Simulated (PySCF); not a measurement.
C3H12Si3 (SMILES C=CC[SiH]([SiH3])[SiH3])

Input

```
{"job": {"kind": "nmr", "xc": "PBE0", "basis": "pcSseg-1"}, "charge": 0, "multiplicity": 1}
C      2.714334     0.944272     0.226648
C      2.038626     0.228048    -0.676517
C      1.046092    -0.840529    -0.362386
Si    -0.740045    -0.218552    -0.626138
Si    -2.281896    -1.836480     0.087053
Si    -1.060795     1.726096     0.645577
H      3.396591     1.742277    -0.075702
H      2.609002     0.757202     1.300688
H      2.175746     0.460415    -1.740806
H      1.127804    -1.159762     0.689960
H      1.195529    -1.732604    -0.994051
H     -0.970000     0.083388    -2.077043
H     -2.103275    -3.127025    -0.650379
H     -3.684105    -1.356939    -0.115184
H     -2.075977    -2.097299     1.547025
H     -0.610455     1.457785     2.048362
H     -0.296582     2.892170     0.108105
H     -2.514314     2.081340     0.680921
```

Launched as:

```sh
OMP_NUM_THREADS=1 python probes_run.py task.json out
```

Geometry: PBE0-D3(BJ)/def2-SVP.

The calculation used PBE0/pcSseg-1, SCF density, gas phase, non-relativistic in PySCF.

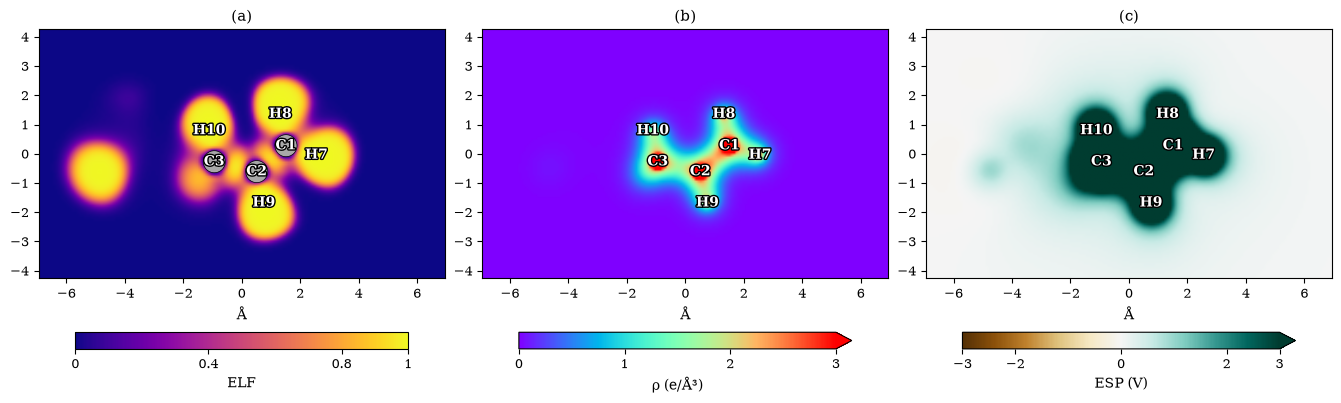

Figure 1. (a) ELF; (b) total electron density; (c) molecular electrostatic potential on the plane of atoms H7, C1 and H8. Grey discs cover the atomic cores in the ELF map.

Question: Interpret the plot.

Answer: The section cuts through C and H sites. C–C (1.34 Å): the density is about 2.3 e/Å³ at the midpoint; the ELF peaks at about 0.90 between the atoms (a multiple bond). C–H (1.09 Å): the density is about 2 e/Å³ at the midpoint; the ELF climbs to about 1 towards the hydrogen, as it does in any bond to H: a covalent bond by its length. C–C (1.49 Å): ρ is about 1.7 e/Å³ halfway; the ELF peaks at about 0.95 between the atoms, as expected for a shared electron pair. The potential has no marked negative region in this plane.

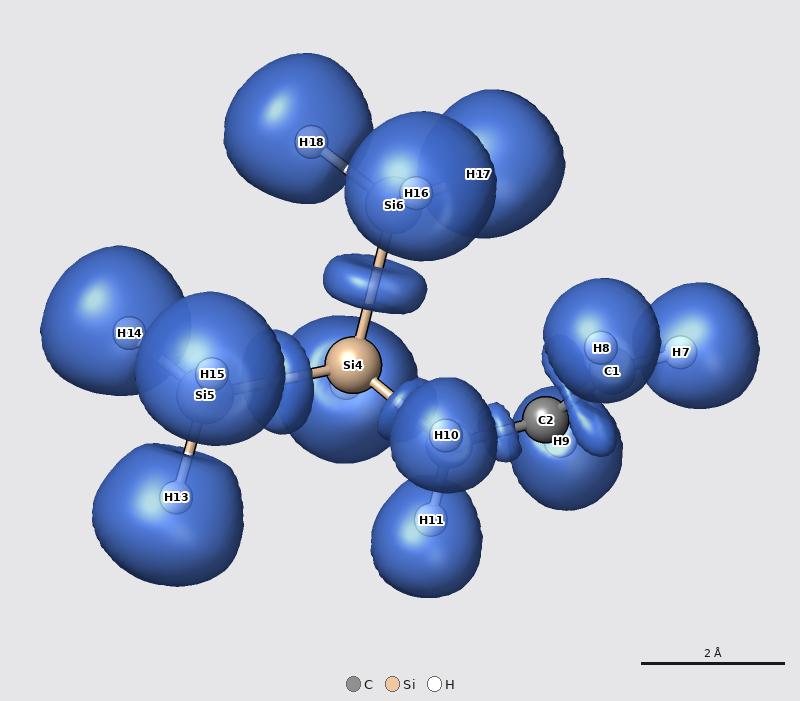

Figure 2. Isosurface of the ELF at 0.85 (blue), seen across its widest extent. Core shells and regions of very low density are left out.

Question: Identify the bonds, lone pairs and shells in this picture.

Answer: The ELF exceeds this value in two regions between bonded C–C atoms (shared pairs), one region between bonded C–Si atoms (shared pairs), two regions between bonded Si–Si atoms (shared pairs) and twelve regions around hydrogen nuclei.


 C–Si (1.91 Å): the ELF peaks at about 0.95 between the atoms, as expected for localised, covalent bonding.

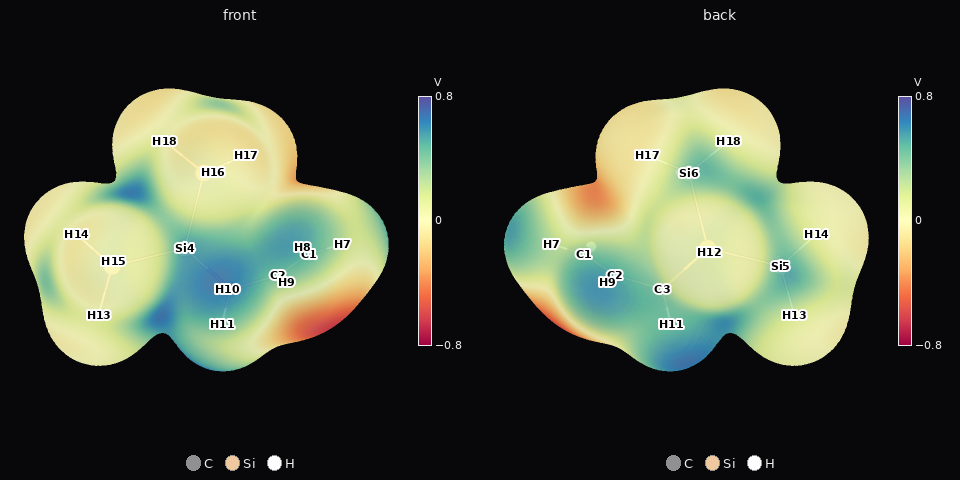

Figure 3. The molecular electrostatic potential painted on the density surface at 0.001 e/bohr³, seen from the front and from behind; the colour scale runs from red (negative) to blue (positive).

Question: Describe the electrostatic potential map.

Answer: The most negative region (about −0.6 V, or −14 kcal/mol for a unit charge) lies over the π face of C1 and C2, the most positive (about +0.7 V, or +16 kcal/mol for a unit charge) over Si5, Si6, H10 and H11.
